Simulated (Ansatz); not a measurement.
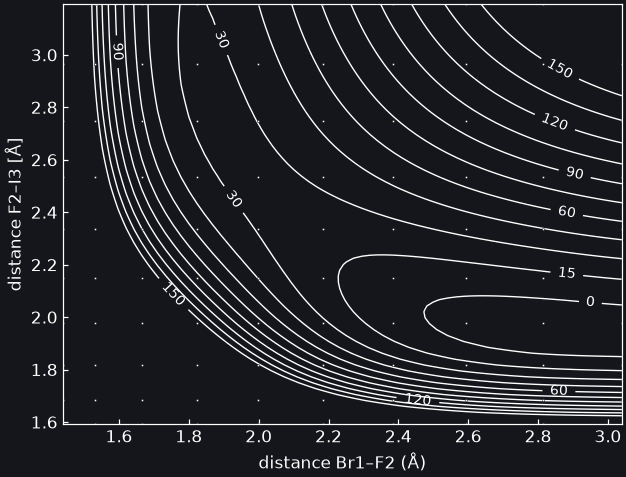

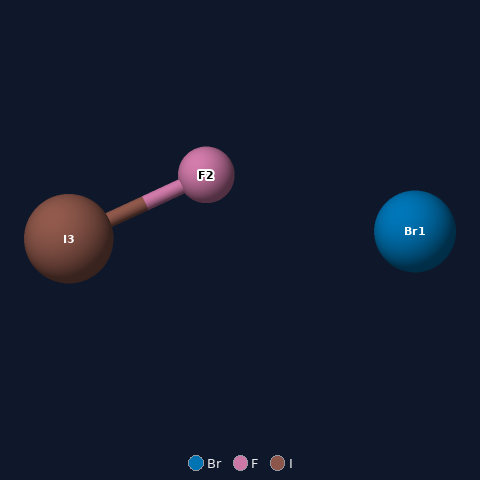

Energy landscape of the system Br⁻ + FI. The first coordinate is: distance Br1–F2; the second: distance F2–I3. Nothing is relaxed (the angle Br1–F2–I3 is fixed at 140 degrees). The grid has 10 × 10 points. Points are written as (first, second). All energies are given in kJ/mol relative to Br with charge -1 far from the relaxed FI (each part in its own basis). The reference is spin-restricted, so regions where a bond is pulled apart into radicals lie too high. The calculation used Ansatz 0.2.0, RKS PBE0-D4/def2-TZVPD.

In the figure: contour lines labelled in kJ/mol (none above 150), dots at the grid points. Between grid points the surface is interpolated. The second picture is the structure at the lowest point.

### Summarise what can be read from the map.

The lowest grid point is at (2.813 Å, 1.976 Å), −7 kJ/mol from Br with charge -1 far from the relaxed FI (each part in its own basis). The highest grid point, (1.440 Å, 1.592 Å), lies 1274 kJ/mol above the lowest.

Grid values (kJ/mol):

| distance F2–I3 ↓, distance Br1–F2 → | 1.440 | 1.532 | 1.666 | 1.824 | 1.998 | 2.185 | 2.384 | 2.594 | 2.813 | 3.040 |
| --- | --- | --- | --- | --- | --- | --- | --- | --- | --- | --- |
| 3.192 | 277 | 139 | 50 | 29 | 45 | 76 | 111 | 144 | 172 | 193 |
| 2.965 | 285 | 145 | 54 | 27 | 37 | 63 | 94 | 123 | 148 | 167 |
| 2.746 | 302 | 160 | 63 | 28 | 30 | 49 | 73 | 97 | 118 | 134 |
| 2.536 | 334 | 188 | 83 | 37 | 26 | 34 | 49 | 66 | 82 | 96 |
| 2.337 | 392 | 239 | 120 | 57 | 29 | 22 | 26 | 35 | 45 | 54 |
| 2.150 | 485 | 320 | 182 | 95 | 45 | 18 | 8 | 7 | 11 | 16 |
| 1.976 | 623 | 442 | 277 | 160 | 81 | 33 | 7 | −4 | −7 | −6 |
| 1.818 | 812 | 611 | 414 | 262 | 153 | 82 | 41 | 20 | 10 | 8 |
| 1.684 | 1045 | 823 | 596 | 410 | 274 | 184 | 130 | 102 | 88 | 83 |
| 1.592 | 1266 | 1030 | 781 | 573 | 418 | 316 | 255 | 222 | 207 | 200 |

Each point was launched as `ansatz run input.yaml --threads 1 --pin off --max-ram 2560MiB --backend cpu --events-out ev --progress --plain --runs-dir out`. Time for the 100 points that were run: 13 min on 1 thread of Arm Neoverse V1, with other jobs on the host.
